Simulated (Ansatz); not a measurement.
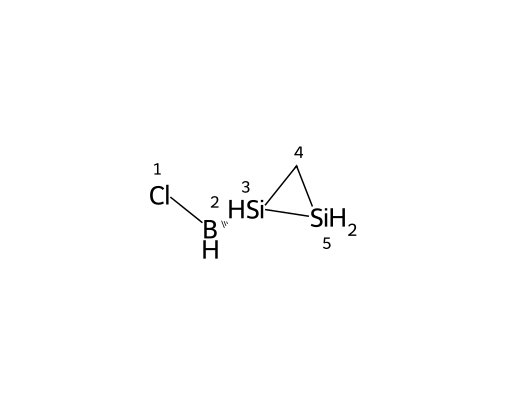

Skeletal drawing with numbered atoms; wedges and dashes mark any stereocentres. The configuration is that of a computed structure (PBE-D4/def2-SVP).

What are the Cahn–Ingold–Prelog descriptors?

Si3: R.

Write the isomeric SMILES.

ClB[Si@@H]1C[SiH2]1
